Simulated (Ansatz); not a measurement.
**Molecular dynamics of C$_{2}$H$_{5}$GaSi (part 1 of 2)**

System: C$_{2}$H$_{5}$GaSi.
Method: UKS PBE/6-31G* (Ansatz 0.2.0).

The geometry comes from this level: PBE0-D4/def2-TZVP. Figures and captions count atoms from 1; the log counts them from 0 in places.

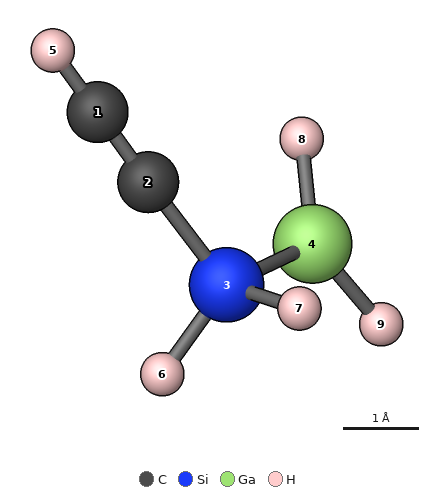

**Figure 1.** The input geometry (ball-and-stick view, seen at a tilt; atoms are numbered from 1 in the order of the input). Sticks mark near contacts.

Key numbers:

| quantity | value |
| --- | --- |
| outcome | finished |
| mean temperature over the second half | 274 K |
| trajectory | 30 steps, 60 fs |
| ensemble | nvt_nose_hoover |
| temperature in the input | 500 K |
| time step | 2 fs |
| potential energy (last step) | −62385.3843 eV |
| SCF solution under orbital rotations (last step) | stable |
| largest force (length of the vector) (last step) | 1.006 eV/Å |
| dipole moment (last step) | 0.84 D |
| hardware | 2 threads of Arm Neoverse V1, 23 GiB of memory available, shared host |
| wall time | 90 s (CPU time 2.9 min) |
| peak memory | 0.42 GiB |

So short a trajectory is not equilibrated. The temperature stays far from the 500 K of the thermostat over the second half: the run isn't equilibrated.

The input:
```yaml
crystal:
  periodic: [false, false, false]
  atoms:
    - {symbol: C, position_ang: [2.050341, -0.900741, -1.327514]}
    - {symbol: C, position_ang: [1.325903, -0.169645, -0.697306]}
    - {symbol: Si, position_ang: [0.171830, 0.873214, 0.257593]}
    - {symbol: Ga, position_ang: [-1.874865, -0.305075, 0.772353]}
    - {symbol: H, position_ang: [2.695793, -1.540735, -1.884245]}
    - {symbol: H, position_ang: [-0.113762, 2.101287, -0.535170]}
    - {symbol: H, position_ang: [0.854863, 1.299892, 1.510774]}
    - {symbol: H, position_ang: [-2.092346, -1.801676, 0.350264]}
    - {symbol: H, position_ang: [-3.017768, 0.443479, 1.553260]}
basis:
  gaussian: {orbitals: "6-31G*"}
magnetization: {spin_polarized: true, initial_magnetization: 0}
hamiltonian: {xc: {name: PBE}}
md: {timestep: 2 fs, n_steps: 30, ensemble: nvt_nose_hoover, temperature: 500, initial_velocities: maxwell_boltzmann, seed: 148}
```

Launch command:
```bash
ansatz run in.yaml --threads 2 --pin off --events-out ev --progress --plain --max-ram 4352MiB
```

What the program printed:
```
Functional definition: PBE
  name "PBE"
  cite "Perdew, Burke & Ernzerhof, Phys. Rev. Lett. 77, 3865 (1996) doi:10.1103/PhysRevLett.77.3865"
  parent pbe
  parameter kappa = 0.804
  parameter beta = 0.06672455060314922
  exchange = pbe_x(kappa = kappa, mu = beta*pi^2/3)
  correlation = pbe_c(beta = beta)
1144 factors; their error is unknown
mean field evaluation 1: about -62379.9130 eV, gradient 3.5e1 eV
mean field evaluation 2: about -62328.1629 eV, gradient 7.8e1 eV
mean field evaluation 4: about -62384.9246 eV, gradient 1.2e1 eV
mean field evaluation 8: about -62385.6937 eV, gradient 1.2e-1 eV
mean field evaluation 16: about -62385.6362 eV, gradient 2.2e-4 eV
mean field -62385.63619996 eV, -2292.6298438457 hartree, gradient 2.8e-5 eV, S^2 0.000000; 0 other end points of the search recorded, 0 dependent functions left out
the calculation of the forces begins
reference -62385.63625254 eV, -2292.6298457777 hartree; 31, 31 occupied and 63, 63 virtual orbitals, 1144 factors
md step     0: t =     0.00 fs  T =   500.0 K  F+E_penalty+E_count = -62385.63619996 eV  E_kin = 0.452410 eV  conserved = -62385.18378997 eV  (31 SCF iters)
these checks for a lower state are left out or cut short: starts, cluster_reference, orbital_swaps, neighbouring_geometries, increment
1144 factors; their error is unknown
mean field -62385.59877892 eV, -2292.6284686478 hartree, gradient 1.6e-5 eV, S^2 0.000000; 0 other end points of the search recorded, 0 dependent functions left out
the calculation of the forces begins
reference -62385.59883154 eV, -2292.6284705815 hartree; 31, 31 occupied and 63, 63 virtual orbitals, 1144 factors
md step     1: t =     2.00 fs  T =   463.1 K  F+E_penalty+E_count = -62385.59877892 eV  E_kin = 0.419038 eV  conserved = -62385.17974397 eV  (30 SCF iters)
[... from here on the SCF iterations and repeated set-up lines of each step are left out, up to the last step ...]
md step     2: t =     4.00 fs  T =   354.2 K  F+E_penalty+E_count = -62385.49429963 eV  E_kin = 0.320482 eV  conserved = -62385.17384847 eV  (31 SCF iters)
md step     3: t =     6.00 fs  T =   269.2 K  F+E_penalty+E_count = -62385.41583535 eV  E_kin = 0.243539 eV  conserved = -62385.17241230 eV  (32 SCF iters)
md step     4: t =     8.00 fs  T =   225.7 K  F+E_penalty+E_count = -62385.38215225 eV  E_kin = 0.204203 eV  conserved = -62385.17821341 eV  (32 SCF iters)
md step     5: t =    10.00 fs  T =   155.1 K  F+E_penalty+E_count = -62385.31714044 eV  E_kin = 0.140329 eV  conserved = -62385.17726340 eV  (32 SCF iters)
md step     6: t =    12.00 fs  T =    94.4 K  F+E_penalty+E_count = -62385.25215882 eV  E_kin = 0.085382 eV  conserved = -62385.16741361 eV  (32 SCF iters)
md step     7: t =    14.00 fs  T =   140.9 K  F+E_penalty+E_count = -62385.30345479 eV  E_kin = 0.127497 eV  conserved = -62385.17684212 eV  (32 SCF iters)
md step     8: t =    16.00 fs  T =   205.6 K  F+E_penalty+E_count = -62385.36301153 eV  E_kin = 0.186019 eV  conserved = -62385.17833222 eV  (31 SCF iters)
md step     9: t =    18.00 fs  T =   241.5 K  F+E_penalty+E_count = -62385.38981245 eV  E_kin = 0.218480 eV  conserved = -62385.17335472 eV  (32 SCF iters)
md step    10: t =    20.00 fs  T =   302.2 K  F+E_penalty+E_count = -62385.44493677 eV  E_kin = 0.273422 eV  conserved = -62385.17447145 eV  (31 SCF iters)
md step    11: t =    22.00 fs  T =   375.6 K  F+E_penalty+E_count = -62385.51473893 eV  E_kin = 0.339890 eV  conserved = -62385.17907041 eV  (32 SCF iters)
md step    12: t =    24.00 fs  T =   391.7 K  F+E_penalty+E_count = -62385.53115806 eV  E_kin = 0.354432 eV  conserved = -62385.18245603 eV  (32 SCF iters)
md step    13: t =    26.00 fs  T =   327.2 K  F+E_penalty+E_count = -62385.46272315 eV  E_kin = 0.296034 eV  conserved = -62385.17389889 eV  (31 SCF iters)
md step    14: t =    28.00 fs  T =   293.6 K  F+E_penalty+E_count = -62385.42920568 eV  E_kin = 0.265650 eV  conserved = -62385.17212583 eV  (30 SCF iters)
md step    15: t =    30.00 fs  T =   296.6 K  F+E_penalty+E_count = -62385.44226252 eV  E_kin = 0.268377 eV  conserved = -62385.18384320 eV  (31 SCF iters)
md step    16: t =    32.00 fs  T =   212.5 K  F+E_penalty+E_count = -62385.35630837 eV  E_kin = 0.192270 eV  conserved = -62385.17527433 eV  (31 SCF iters)
md step    17: t =    34.00 fs  T =   122.9 K  F+E_penalty+E_count = -62385.26815524 eV  E_kin = 0.111212 eV  conserved = -62385.16909281 eV  (32 SCF iters)
md step    18: t =    36.00 fs  T =   124.2 K  F+E_penalty+E_count = -62385.27106244 eV  E_kin = 0.112347 eV  conserved = -62385.17161266 eV  (32 SCF iters)
md step    19: t =    38.00 fs  T =   183.4 K  F+E_penalty+E_count = -62385.32941760 eV  E_kin = 0.165918 eV  conserved = -62385.17741826 eV  (33 SCF iters)
md step    20: t =    40.00 fs  T =   212.4 K  F+E_penalty+E_count = -62385.35606326 eV  E_kin = 0.192186 eV  conserved = -62385.17920780 eV  (32 SCF iters)
md step    21: t =    42.00 fs  T =   215.9 K  F+E_penalty+E_count = -62385.34641183 eV  E_kin = 0.195373 eV  conserved = -62385.16799630 eV  (32 SCF iters)
md step    22: t =    44.00 fs  T =   305.6 K  F+E_penalty+E_count = -62385.43470468 eV  E_kin = 0.276495 eV  conserved = -62385.17726714 eV  (31 SCF iters)
md step    23: t =    46.00 fs  T =   387.7 K  F+E_penalty+E_count = -62385.51095770 eV  E_kin = 0.350759 eV  conserved = -62385.18216210 eV  (32 SCF iters)
md step    24: t =    48.00 fs  T =   378.7 K  F+E_penalty+E_count = -62385.49185083 eV  E_kin = 0.342614 eV  conserved = -62385.17449928 eV  (32 SCF iters)
md step    25: t =    50.00 fs  T =   364.8 K  F+E_penalty+E_count = -62385.47376582 eV  E_kin = 0.330061 eV  conserved = -62385.17225450 eV  (31 SCF iters)
md step    26: t =    52.00 fs  T =   387.9 K  F+E_penalty+E_count = -62385.49546567 eV  E_kin = 0.350969 eV  conserved = -62385.17646817 eV  (30 SCF iters)
md step    27: t =    54.00 fs  T =   383.1 K  F+E_penalty+E_count = -62385.49266238 eV  E_kin = 0.346650 eV  conserved = -62385.18157558 eV  (30 SCF iters)
md step    28: t =    56.00 fs  T =   293.7 K  F+E_penalty+E_count = -62385.40052815 eV  E_kin = 0.265767 eV  conserved = -62385.17355797 eV  (31 SCF iters)
md step    29: t =    58.00 fs  T =   236.8 K  F+E_penalty+E_count = -62385.33984282 eV  E_kin = 0.214266 eV  conserved = -62385.16700112 eV  (32 SCF iters)
these checks for a lower state are left out or cut short: starts, cluster_reference, orbital_swaps, neighbouring_geometries, increment
1144 factors; their error is unknown
mean field -62385.38428400 eV, -2292.6205861049 hartree, gradient 2.1e-5 eV, S^2 0.000000; 0 other end points of the search recorded, 0 dependent functions left out
the calculation of the forces begins
reference -62385.38433670 eV, -2292.6205880414 hartree; 31, 31 occupied and 63, 63 virtual orbitals, 1144 factors
1144 factors; their error is unknown
mean field evaluation 256: about -62384.7151 eV, gradient 1.2e1 eV
mean field -62385.38428400 eV, -2292.6205861049 hartree, gradient 2.1e-5 eV, S^2 0.000000; 1 other end points of the search recorded, 0 dependent functions left out
the calculation of the forces begins
reference -62385.38433670 eV, -2292.6205880414 hartree; 31, 31 occupied and 63, 63 virtual orbitals, 1144 factors
md step    30: t =    60.00 fs  T =   273.4 K  F+E_penalty+E_count = -62385.38428400 eV  E_kin = 0.247407 eV  conserved = -62385.18093982 eV  (32 SCF iters)
```

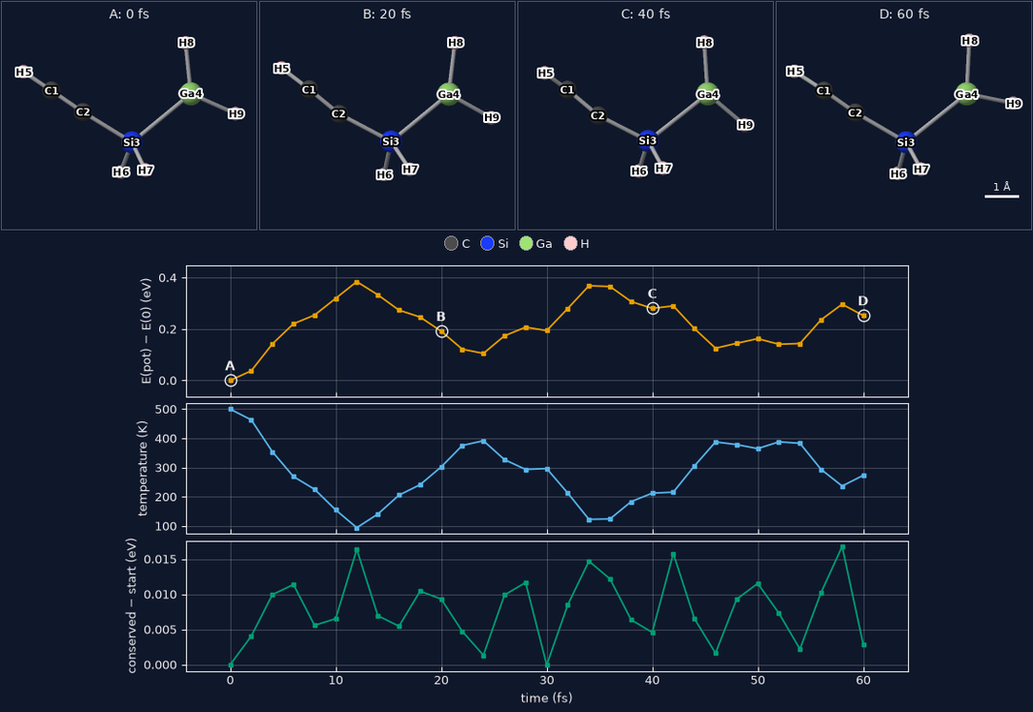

**Figure 2.** Frames of the molecular dynamics (ball-and-stick, seen at a tilt) above the curves, on which the letters mark them. The trajectory kept here has 31 frames over 60 fs. The temperature starts at 500 K, ranges from 94 to 500 K and averages 274 K over the second half. The potential energy ends 0.252 eV above its first value. The conserved quantity stays within 0.017 eV. After an unweighted best fit of the last frame on the first, the root-mean-square displacement is 0.17 Å, and H9 has moved furthest (0.30 Å).

```
Total energy: -62385.38433670 eV, -2292.6205880414 hartree
Atom 0 at     2.142725    -0.917388    -1.331766 Å, force    -0.087754    -0.097509    -0.967391 eV/Å
Atom 1 at     1.385070    -0.154044    -0.744550 Å, force    -0.580651     0.445502     0.690241 eV/Å
Atom 2 at     0.192841     0.868669     0.248265 Å, force     0.051775    -0.928457    -0.066910 eV/Å
Atom 3 at    -1.901547    -0.299517     0.786276 Å, force    -0.336384    -0.895038    -0.126048 eV/Å
Atom 4 at     2.599584    -1.461978    -2.152312 Å, force     0.185045    -0.027733     0.515590 eV/Å
Atom 5 at    -0.112283     2.125227    -0.442673 Å, force    -0.119589     0.494206    -0.455082 eV/Å
Atom 6 at     0.825800     1.279884     1.519387 Å, force     0.218602     0.035086     0.416070 eV/Å
Atom 7 at    -2.266274    -1.887000     0.555419 Å, force     0.547319     0.410816    -0.104413 eV/Å
Atom 8 at    -3.265681     0.200758     1.425509 Å, force     0.121638     0.563126     0.097944 eV/Å
Dipole moment:     0.111920     0.070237    -0.114458 e Å
```

Trajectory as extended XYZ (Å, eV, eV/Å), 31 frames, from step=0 to step=30:
```
9
Properties=species:S:1:pos:R:3:forces:R:3 step=0 time_fs=0.0 energy=-62385.63620 temperature=500.0
C     2.0503   -0.9007   -1.3275    0.9826  -1.0031  -0.8594
C     1.3259   -0.1696   -0.6973   -1.0972   1.1197   0.9593
Si    0.1718    0.8732    0.2576   -0.0284  -0.2219  -0.0743
Ga   -1.8749   -0.3051    0.7724    0.0889   0.0868  -0.0064
H     2.6958   -1.5407   -1.8842    0.2362  -0.2238  -0.1996
H    -0.1138    2.1013   -0.5352   -0.0786   0.2378  -0.1044
H     0.8549    1.2999    1.5108    0.0820   0.1040   0.2367
H    -2.0923   -1.8017    0.3503   -0.0328  -0.1815  -0.0492
H    -3.0178    0.4435    1.5533   -0.1528   0.0820   0.0974
9
Properties=species:S:1:pos:R:3:forces:R:3 step=1 time_fs=2.0 energy=-62385.59878 temperature=463.1
C     2.0586   -0.9091   -1.3200    0.7354  -0.8140  -0.8851
C     1.3325   -0.1619   -0.7031   -0.9727   0.9471   0.8717
Si    0.1650    0.8712    0.2603    0.2140   0.6061  -0.2951
Ga   -1.8719   -0.3037    0.7717   -0.1482  -0.3181  -0.0607
H     2.6459   -1.5375   -1.9571    0.2053  -0.1490  -0.0205
H    -0.1467    2.1459   -0.5822    0.1595  -0.6202   0.5368
H     0.8661    1.2742    1.5506   -0.2040   0.0364  -0.2584
H    -2.1909   -1.8187    0.3922    0.1647   0.0747  -0.0449
H    -3.0420    0.4055    1.5399   -0.1539   0.2370   0.1561
9
Properties=species:S:1:pos:R:3:forces:R:3 step=2 time_fs=4.0 energy=-62385.49430 temperature=354.2
C     2.0693   -0.9200   -1.3153    0.1301  -0.2687  -0.7190
C     1.3359   -0.1512   -0.7062   -0.2172   0.1138   0.2556
Si    0.1585    0.8699    0.2626    0.3977   0.9452  -0.3152
Ga   -1.8690   -0.3024    0.7711   -0.5153  -0.6342  -0.0217
H     2.6038   -1.5399   -2.0307   -0.0268   0.1661   0.4415
H    -0.1736    2.1668   -0.6086    0.2759  -0.9651   0.8286
H     0.8695    1.2499    1.5806   -0.3774   0.0222  -0.5507
H    -2.2831   -1.8329    0.4323    0.3695   0.3146  -0.0497
H    -3.0722    0.3765    1.5326   -0.0365   0.3061   0.1306
9
Properties=species:S:1:pos:R:3:forces:R:3 step=3 time_fs=6.0 energy=-62385.41583 temperature=269.2
C     2.0803   -0.9318   -1.3130   -0.8000   0.6534  -0.2217
C     1.3387   -0.1400   -0.7084    0.6530  -0.8678  -0.4462
Si    0.1526    0.8700    0.2645    0.5046   0.7806  -0.2886
Ga   -1.8663   -0.3016    0.7704   -0.9156  -0.7752   0.0961
H     2.5607   -1.5360   -2.0875   -0.0211   0.2295   0.6424
H    -0.1899    2.1508   -0.6034    0.2688  -0.8366   0.7837
H     0.8584    1.2265    1.5895   -0.3796   0.0766  -0.5360
H    -2.3612   -1.8350    0.4706    0.5314   0.4255  -0.0796
H    -3.1037    0.3593    1.5302    0.1587   0.3141   0.0499
9
Properties=species:S:1:pos:R:3:forces:R:3 step=4 time_fs=8.0 energy=-62385.38215 temperature=225.7
C     2.0888   -0.9416   -1.3113   -1.5699   1.4930   0.3744
C     1.3435   -0.1317   -0.7120    1.1074  -1.4323  -0.7906
Si    0.1473    0.8712    0.2659    0.5985   0.0480  -0.2379
Ga   -1.8642   -0.3011    0.7697   -1.2205  -0.7429   0.2334
H     2.5168   -1.5233   -2.1196    0.2155  -0.0148   0.4200
H    -0.1960    2.1027   -0.5681    0.1209  -0.2107   0.3800
H     0.8328    1.2060    1.5778   -0.2109   0.1850  -0.2163
H    -2.4190   -1.8209    0.5058    0.6142   0.3709  -0.1304
H    -3.1292    0.3541    1.5298    0.3447   0.3039  -0.0326
9
Properties=species:S:1:pos:R:3:forces:R:3 step=5 time_fs=10.0 energy=-62385.31714 temperature=155.1
C     2.0923   -0.9465   -1.3085   -1.6573   1.6319   0.4825
C     1.3519   -0.1279   -0.7182    0.8652  -1.2470  -0.5496
Si    0.1428    0.8724    0.2671    0.7626  -1.1884  -0.1159
Ga   -1.8628   -0.3011    0.7692   -1.3429  -0.5573   0.3424
H     2.4811   -1.5111   -2.1357    0.4163  -0.2513   0.1614
H    -0.1974    2.0465   -0.5183   -0.1639   0.8491  -0.3378
H     0.7992    1.1926    1.5579    0.0644   0.3084   0.2889
H    -2.4532   -1.7925    0.5361    0.5999   0.1531  -0.1921
H    -3.1415    0.3605    1.5281    0.4558   0.3016  -0.0798
9
Properties=species:S:1:pos:R:3:forces:R:3 step=6 time_fs=12.0 energy=-62385.25216 temperature=94.4
C     2.0904   -0.9462   -1.3041   -0.9067   0.7870  -0.2882
C     1.3631   -0.1282   -0.7262   -0.0306  -0.3127   0.2313
Si    0.1394    0.8720    0.2681    0.9218  -2.0322  -0.1258
Ga   -1.8621   -0.3013    0.7689   -1.2650  -0.2504   0.4012
H     2.4614   -1.5086   -2.1456    0.4026  -0.2052   0.2895
H    -0.2050    2.0228   -0.4813   -0.3531   1.5227  -0.8082
H     0.7679    1.1910    1.5490    0.2698   0.3689   0.6346
H    -2.4645   -1.7583    0.5590    0.4925  -0.1895  -0.2531
H    -3.1364    0.3785    1.5234    0.4689   0.3115  -0.0813
9
Properties=species:S:1:pos:R:3:forces:R:3 step=7 time_fs=14.0 energy=-62385.30346 temperature=140.9
C     2.0856   -0.9433   -1.3006    0.1186  -0.3983  -1.2867
C     1.3742   -0.1294   -0.7334   -1.1139   0.8905   1.1613
Si    0.1373    0.8687    0.2689    0.8961  -1.4445  -0.4608
Ga   -1.8621   -0.3017    0.7689   -1.0482   0.0763   0.4021
H     2.4570   -1.5139   -2.1444    0.3292  -0.0873   0.4932
H    -0.2263    2.0574   -0.4753   -0.1541   0.8843  -0.4443
H     0.7470    1.2035    1.5644    0.2412   0.2948   0.4750
H    -2.4570   -1.7312    0.5722    0.3389  -0.5398  -0.2952
H    -3.1133    0.4085    1.5155    0.3921   0.3240  -0.0443
9
Properties=species:S:1:pos:R:3:forces:R:3 step=8 time_fs=16.0 energy=-62385.36301 temperature=205.6
C     2.0812   -0.9417   -1.3013    0.5332  -0.8360  -1.4961
C     1.3817   -0.1278   -0.7369   -1.6277   1.5059   1.6102
Si    0.1364    0.8635    0.2691    0.8005  -0.2173  -0.6416
Ga   -1.8626   -0.3021    0.7690   -0.8177   0.2344   0.3434
H     2.4653   -1.5225   -2.1243    0.3832  -0.1874   0.3274
H    -0.2534    2.1260   -0.4863    0.1934  -0.2438   0.1821
H     0.7353    1.2273    1.5980    0.0540   0.1158  -0.0461
H    -2.4364   -1.7249    0.5742    0.2273  -0.6929  -0.2922
H    -3.0751    0.4509    1.5059    0.2539   0.3211   0.0130
```
